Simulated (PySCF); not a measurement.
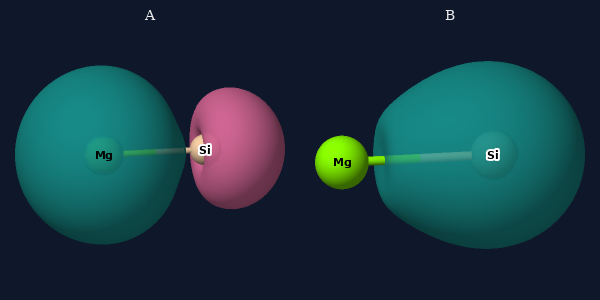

*MgSi (charge −1, quartet). Two frontier β-spin orbitals, each drawn at the value that holds 80 % of its norm (teal and pink are the two phases), in no order; of a degenerate pair one member is drawn.*

Level of theory: PBE0/aug-pcseg-1, non-relativistic, at a bond length of 2.732 Å (PySCF).

### Label each orbital by symmetry, say whether it is occupied, and order them by energy.

Orbital B: σ, occupied in this spin, −5.45 eV; mainly on Si (90 %).
Orbital A: σ, occupied in this spin, −1.02 eV; mainly on Mg (70 %).
